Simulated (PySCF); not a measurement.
**C3H7BN2: electronic excitations and core binding energies**

What electronic excitations and core binding energies should C3H7BN2 (`C#CB(N)NC`) show?

The runs use PySCF 2.14.0, with density-fitted response routines of our own; the level of theory stands in each step. All values are computed, except where a source is named. Atoms are numbered from 0 throughout.

### Step 1. Starting geometry

13 atoms, charge 0, multiplicity 1; geometry from: GFN2-xTB.

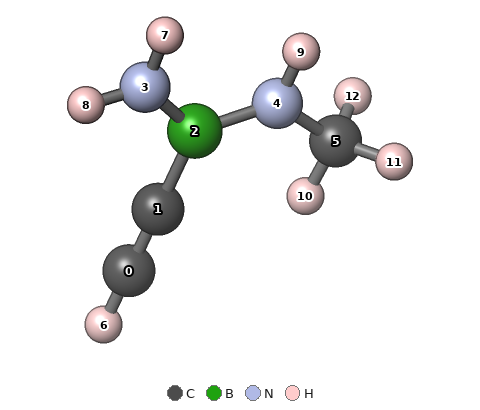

The starting geometry (carbon dark grey, boron green, nitrogen light blue, hydrogen pink), atoms numbered; sticks join atoms by distance.

### Step 2. TDDFT and polarisability: B3LYP/def2-SVPD

Job settings and geometry (Å):

```
{"job": {"kind": "uv", "xc": "B3LYP", "basis": "def2-SVPD", "nstates": 8, "ntriplets": 3}, "charge": 0, "multiplicity": 1}
C      1.906165    -1.683291    -0.553455
C      1.272492    -0.700503    -0.274945
B      0.467144     0.550024     0.080678
N      1.145612     1.764453     0.297116
N     -0.931741     0.482020     0.188625
C     -1.762953    -0.679507     0.001721
H      2.461225    -2.543287    -0.797513
H      0.685746     2.625761     0.531615
H      2.142719     1.849162     0.230225
H     -1.456115     1.310619     0.425192
H     -1.129117    -1.528419    -0.247550
H     -2.481577    -0.528642    -0.811839
H     -2.323987    -0.917905     0.912402
```

Level: TDDFT B3LYP/def2-SVPD, vertical, gas phase, core orbitals frozen in the response.

The run is started by

```sh
OMP_NUM_THREADS=1 python probes_run.py task.json out
```

The driver reads the jobs from task.json and runs them one after another.

What it wrote:

```text
coarse grid: 10808 points
cycle   1  E = -252.6316894141  dE =  6.334e-01  |g| = 5.741e-01  |ddm| = 1.221e+01
cycle   2  E = -252.5580522671  dE =  7.364e-02  |g| = 7.944e-01  |ddm| = 2.528e+00
cycle   3  E = -252.7053321676  dE = -1.473e-01  |g| = 1.962e-01  |ddm| = 1.288e+00
cycle   4  E = -252.7150515392  dE = -9.719e-03  |g| = 4.995e-02  |ddm| = 3.575e-01
cycle   5  E = -252.7155672452  dE = -5.157e-04  |g| = 1.889e-02  |ddm| = 7.109e-02
cycle   6  E = -252.7156560178  dE = -8.877e-05  |g| = 2.342e-03  |ddm| = 4.358e-02
cycle   7  E = -252.7156573323  dE = -1.314e-06  |g| = 5.018e-04  |ddm| = 9.938e-03
final grid: 104424 points
cycle   8  E = -252.7559928362  dE = -3.652e-05  |g| = 6.110e-03  |ddm| = 1.708e-01
cycle   9  E = -252.7559869712  dE =  5.865e-06  |g| = 8.096e-03  |ddm| = 2.235e-02
cycle  10  E = -252.7560014685  dE = -1.450e-05  |g| = 6.603e-04  |ddm| = 1.016e-02
cycle  11  E = -252.7560015780  dE = -1.095e-07  |g| = 1.440e-04  |ddm| = 1.697e-03
cycle  12  E = -252.7560015823  dE = -4.298e-09  |g| = 5.222e-05  |ddm| = 3.597e-04
cycle  13  E = -252.7560015828  dE = -4.850e-10  |g| = 3.083e-05  |ddm| = 1.269e-04
converged SCF energy = -252.7560015828

Static polarisability (au): isotropic 66.670, principal 47.809 71.412 80.790

Singlet excitations
state   eV       nm        f      main configurations
  1   5.4871    226.0   0.00276   H->L+1 0.98
  2   5.7390    216.0   0.11468   H->L 0.98
  3   5.9737    207.6   0.00001   H-2->L 0.98
  4   6.1085    203.0   0.00191   H->L+2 0.97
  5   6.3310    195.8   0.05246   H-1->L 0.68, H-2->L+2 0.23
  6   6.5997    187.9   0.00053   H->L+3 0.39, H-1->L+1 0.25, H-1->L+2 0.21
  7   6.6519    186.4   0.00617   H->L+3 0.54, H-1->L+2 0.27
  8   6.7683    183.2   0.00125   H->L+4 0.30, H-1->L+2 0.29, H-1->L+1 0.25

Triplet excitations (Tamm-Dancoff, eV): 4.8622 5.0465 5.3482
```

Wall time 36 s (1 thread of Arm Neoverse N1, shared host); peak memory 0.71 GiB.

The orbitals next to the gap, with their largest atomic shares:

```csv
orbital,eV,atoms
HOMO−3,-8.86,"N3 27 %, B2 19 %, C1 15 %"
HOMO−2,-7.65,"C0 44 %, C1 42 %, H6 4 %"
HOMO−1,-7.43,"C0 33 %, C1 31 %, N3 17 %"
HOMO,-6.38,"N4 43 %, N3 26 %, C5 9 %"
LUMO,-0.04,"C0 29 %, C1 27 %, B2 18 %"
LUMO+1,0.11,"B2 44 %, H7 13 %, H9 12 %"
LUMO+2,0.69,"C0 23 %, C1 18 %, C5 11 %"
```

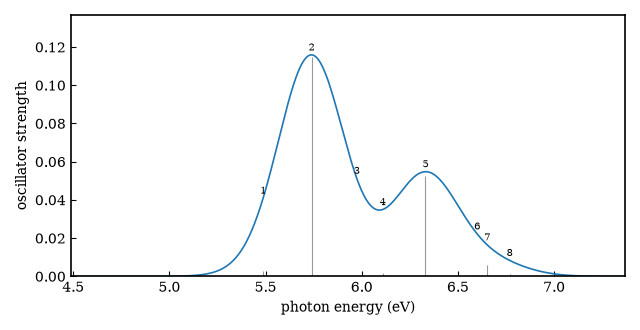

Absorption spectrum from the 8 singlet states computed; above the last one it falls off for lack of states. Lines are broadened to a width of 0.40 eV (Gaussian).

Ground-state properties from the same run:

```csv
property,computed
dipole moment (D),1.32
polarisability (Å³),9.88
HOMO–LUMO gap (eV),6.35
−ε(HOMO) (eV),6.38
```

### Step 3. Core holes by ΔSCF: SCAN, X2C

The job, as its differences from that of step 2:

```diff
@@ -1,2 +1,2 @@
-{"job": {"kind": "uv", "xc": "B3LYP", "basis": "def2-SVPD", "nstates": 8, "ntriplets": 3}, "charge": 0, "multiplicity": 1}
+{"job": {"kind": "xps"}, "charge": 0, "multiplicity": 1}
 C      1.906165    -1.683291    -0.553455
```

With the program's defaults for keys left out, this is: delta-SCF UKS SCAN, pcX-2 on the ionised atom, pcseg-1 elsewhere, spin-free X2C.

What it wrote:

```text
ground state, core basis on atom 0 (C), 150 functions
  cycle   1  E = -252.75277963  |g| = 6.56e-01
  cycle   2  E = -252.64299399  |g| = 9.09e-01
  cycle   3  E = -252.83278920  |g| = 3.16e-01
  cycle   4  E = -252.85959940  |g| = 5.09e-02
  cycle   5  E = -252.86008414  |g| = 2.31e-02
  cycle   6  E = -252.86021390  |g| = 4.35e-03
  cycle   7  E = -252.86021892  |g| = 1.14e-03
  cycle   8  E = -252.86022011  |g| = 6.16e-04
  cycle   9  E = -252.86021859  |g| = 2.13e-04
  E(ground) = -252.87484198 Eh
hole in C 1s of atom 0
  cycle   1  E = -241.63218943  |g| = 1.50e+00
  cycle   2  E = -238.26280198  |g| = 2.55e+00
  cycle   3  E = -241.77132621  |g| = 9.09e-01
  cycle   4  E = -242.06237416  |g| = 5.49e-01
  cycle   5  E = -242.15520302  |g| = 3.27e-01
  cycle   6  E = -242.20210604  |g| = 8.28e-02
  cycle   7  E = -242.20476339  |g| = 5.58e-02
  cycle   8  E = -242.20647540  |g| = 1.89e-02
  cycle   9  E = -242.20685565  |g| = 9.06e-03
  cycle  10  E = -242.20700938  |g| = 5.75e-03
  cycle  11  E = -242.20709066  |g| = 2.78e-03
  cycle  12  E = -242.20710331  |g| = 1.15e-03
  cycle  13  E = -242.20710362  |g| = 6.09e-04
  cycle  14  E = -242.20710512  |g| = 1.67e-04
  E(ion) = -242.22156325 Eh   <S^2> = 0.8367   hole on atom = 1.000   binding energy = 289.890 eV
ground state, core basis on atom 1 (C), 150 functions
  cycle   1  E = -252.85967874  |g| = 6.85e-02
  cycle   2  E = -252.85683290  |g| = 1.11e-01
  cycle   3  E = -252.85961160  |g| = 4.23e-02
  cycle   4  E = -252.86008549  |g| = 5.33e-03
  cycle   5  E = -252.86009394  |g| = 6.88e-04
  cycle   6  E = -252.86009462  |g| = 3.05e-04
  E(ground) = -252.87474895 Eh
hole in C 1s of atom 1
  cycle   1  E = -241.64433816  |g| = 1.51e+00
  cycle   2  E = -239.46732949  |g| = 2.25e+00
  cycle   3  E = -241.82022074  |g| = 8.27e-01
  cycle   4  E = -242.04847687  |g| = 5.98e-01
  cycle   5  E = -242.17802758  |g| = 2.44e-01
  cycle   6  E = -242.20468650  |g| = 8.30e-02
  cycle   7  E = -242.20828575  |g| = 3.46e-02
  cycle   8  E = -242.20895590  |g| = 1.91e-02
  cycle   9  E = -242.20938957  |g| = 8.34e-03
  cycle  10  E = -242.20961204  |g| = 5.61e-03
  cycle  11  E = -242.20968472  |g| = 3.14e-03
  cycle  12  E = -242.20970095  |g| = 1.21e-03
  cycle  13  E = -242.20970182  |g| = 5.45e-04
  cycle  14  E = -242.20970208  |g| = 2.28e-04
  E(ion) = -242.22348492 Eh   <S^2> = 0.8565   hole on atom = 1.000   binding energy = 289.836 eV
ground state, core basis on atom 2 (B), 150 functions
  cycle   1  E = -252.85162259  |g| = 5.52e-02
  cycle   2  E = -252.85029321  |g| = 7.78e-02
  cycle   3  E = -252.85147194  |g| = 4.03e-02
  cycle   4  E = -252.85188473  |g| = 1.10e-02
  cycle   5  E = -252.85191432  |g| = 1.79e-03
  cycle   6  E = -252.85191611  |g| = 3.50e-04
  E(ground) = -252.86659243 Eh
hole in B 1s of atom 2
  cycle   1  E = -245.25606443  |g| = 1.19e+00
  cycle   2  E = -244.28865819  |g| = 1.71e+00
  cycle   3  E = -245.44182393  |g| = 6.27e-01
  cycle   4  E = -245.56139762  |g| = 4.24e-01
  cycle   5  E = -245.65647024  |g| = 8.56e-02
  cycle   6  E = -245.65949123  |g| = 4.25e-02
  cycle   7  E = -245.66012739  |g| = 2.74e-02
  cycle   8  E = -245.66055369  |g| = 7.02e-03
  cycle   9  E = -245.66063061  |g| = 4.10e-03
  cycle  10  E = -245.66066551  |g| = 3.54e-03
  cycle  11  E = -245.66068619  |g| = 1.89e-03
  cycle  12  E = -245.66069671  |g| = 1.12e-03
  cycle  13  E = -245.66070229  |g| = 8.13e-04
  cycle  14  E = -245.66070521  |g| = 5.79e-04
  cycle  15  E = -245.66070683  |g| = 4.99e-04
  E(ion) = -245.67678909 Eh   <S^2> = 0.7980   hole on atom = 1.000   binding energy = 195.645 eV
ground state, core basis on atom 3 (N), 150 functions
  cycle   1  E = -252.86959364  |g| = 7.25e-02
  cycle   2  E = -252.86955990  |g| = 1.75e-02
  cycle   3  E = -252.86944354  |g| = 2.89e-02
  cycle   4  E = -252.86962104  |g| = 3.65e-03
  cycle   5  E = -252.86962427  |g| = 9.25e-04
  cycle   6  E = -252.86962529  |g| = 2.62e-04
  E(ground) = -252.88125814 Eh
hole in N 1s of atom 3
  cycle   1  E = -237.30785544  |g| = 1.86e+00
  cycle   2  E = -236.71885521  |g| = 2.01e+00
  cycle   3  E = -237.87125803  |g| = 5.32e-01
  cycle   4  E = -237.82967468  |g| = 5.58e-01
  cycle   5  E = -237.99684386  |g| = 1.13e-01
  cycle   6  E = -238.00217711  |g| = 5.57e-02
  cycle   7  E = -238.00358510  |g| = 1.58e-02
  cycle   8  E = -238.00372604  |g| = 3.26e-03
  cycle   9  E = -238.00373324  |g| = 1.01e-03
  cycle  10  E = -238.00373491  |g| = 5.09e-04
  cycle  11  E = -238.00373333  |g| = 1.77e-04
  E(ion) = -238.01485376 Eh   <S^2> = 0.7638   hole on atom = 1.000   binding energy = 404.535 eV
ground state, core basis on atom 4 (N), 150 functions
  cycle   1  E = -252.86908258  |g| = 7.37e-02
  cycle   2  E = -252.86891973  |g| = 3.30e-02
  cycle   3  E = -252.86866647  |g| = 4.60e-02
  cycle   4  E = -252.86914213  |g| = 9.07e-03
  cycle   5  E = -252.86916191  |g| = 1.82e-03
  cycle   6  E = -252.86916183  |g| = 3.01e-04
  E(ground) = -252.88091659 Eh
hole in N 1s of atom 4
  cycle   1  E = -237.30098183  |g| = 1.87e+00
  cycle   2  E = -236.58550107  |g| = 2.11e+00
  cycle   3  E = -237.87454708  |g| = 5.38e-01
  cycle   4  E = -237.82708124  |g| = 5.62e-01
  cycle   5  E = -238.00048443  |g| = 1.10e-01
  cycle   6  E = -238.00552368  |g| = 5.29e-02
  cycle   7  E = -238.00682204  |g| = 1.10e-02
  cycle   8  E = -238.00688618  |g| = 3.69e-03
  cycle   9  E = -238.00689493  |g| = 9.67e-04
  cycle  10  E = -238.00689516  |g| = 3.49e-04
  E(ion) = -238.01775296 Eh   <S^2> = 0.7643   hole on atom = 1.000   binding energy = 404.447 eV
ground state, core basis on atom 5 (C), 150 functions
  cycle   1  E = -252.85653116  |g| = 5.66e-02
  cycle   2  E = -252.85649090  |g| = 1.90e-02
  cycle   3  E = -252.85642583  |g| = 2.52e-02
  cycle   4  E = -252.85655887  |g| = 6.23e-03
  cycle   5  E = -252.85656973  |g| = 1.03e-03
  cycle   6  E = -252.85656941  |g| = 1.58e-04
  E(ground) = -252.86980204 Eh
hole in C 1s of atom 5
  cycle   1  E = -241.59909697  |g| = 1.50e+00
  cycle   2  E = -240.03548589  |g| = 2.14e+00
  cycle   3  E = -241.89324404  |g| = 7.08e-01
  cycle   4  E = -242.07416759  |g| = 4.13e-01
  cycle   5  E = -242.13609848  |g| = 1.63e-01
  cycle   6  E = -242.14209701  |g| = 1.23e-01
  cycle   7  E = -242.14999286  |g| = 2.16e-02
  cycle   8  E = -242.15025944  |g| = 8.28e-03
  cycle   9  E = -242.15030897  |g| = 4.94e-03
  cycle  10  E = -242.15032547  |g| = 2.42e-03
  cycle  11  E = -242.15033029  |g| = 6.04e-04
  cycle  12  E = -242.15033141  |g| = 2.63e-04
  E(ion) = -242.16259461 Eh   <S^2> = 0.7697   hole on atom = 1.000   binding energy = 291.358 eV
```

Wall time 1.9 min (1 thread of Arm Neoverse N1, shared host); peak memory 0.48 GiB.

The holes in one table. −ε is the ground-state orbital energy:

```csv
hole,stands for,environment,ΔSCF (eV),−ε (eV),⟨S²⟩
C1s on C0,C0,terminal alkyne carbon,289.89,273.2,0.837
C1s on C1,C1,alkyne carbon,289.84 (doubtful),272.8,0.856
B1s on B2,B2,"boron bonded to C, 2 N",195.64,179.8,0.798
N1s on N3,N3,"nitrogen bonded to B, 2 H",404.54,385.3,0.764
N1s on N4,N4,"nitrogen bonded to C, B, H",404.45,385.5,0.764
C1s on C5,C5,methyl carbon bonded to N,291.36,274.0,0.770
```

Doubtful: the ion did not converge, its hole moved, or its ⟨S²⟩ is well above 0.75.

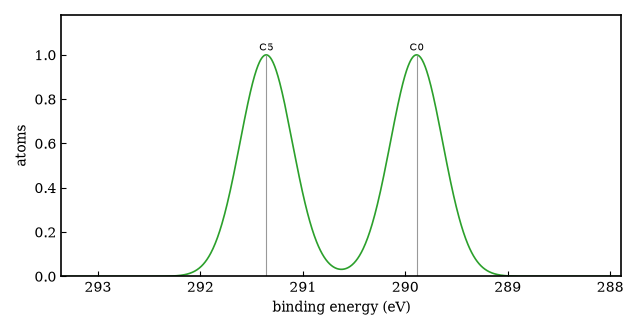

The C1s photoelectron lines, weighted by the number of atoms. Only 2 of the 3 C atoms are covered by sound results. Lines are broadened to a width of 0.60 eV (Gaussian).

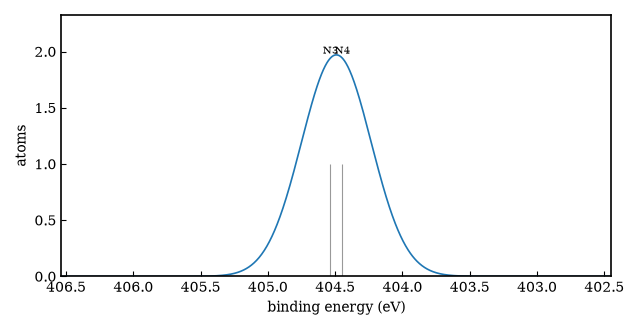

The N1s photoelectron lines, weighted by the number of atoms. Lines are broadened to a width of 0.60 eV (Gaussian).

### Step 4. Outcome

| quantity | value |
| --- | --- |
| lowest singlet (B3LYP/def2-SVPD) | 5.49 eV (226 nm), f = 0.003 |
| brightest single state of those computed | state 2, 5.74 eV, f = 0.115 |
| lowest triplet | 4.86 eV |
| C1s binding energies, SCAN/pcX-2 (standing for 2 of 3 atoms) | C5 291.36, C0 289.89 eV |
| N1s binding energies, SCAN/pcX-2 | N3 404.54, N4 404.45 eV |
| B1s binding energies, SCAN/pcX-2 | B2 195.64 eV |

In words: The first singlet state (HOMO→LUMO+1 0.98) lies at 5.49 eV and is weak; of the 8 states computed, the strongest absorption comes from state 2 at 5.74 eV. The lowest triplet lies 0.62 eV below the lowest singlet (triplets in Tamm-Dancoff, singlets in full TDDFT). The C1s levels kept as sound span 1.47 eV, from C0 (terminal alkyne carbon) up to C5 (methyl carbon bonded to N). Only 2 of the 3 C atoms are covered by sound results. The N1s levels kept as sound span 0.09 eV, from N4 (nitrogen bonded to C, B, H) up to N3 (nitrogen bonded to B, 2 H).
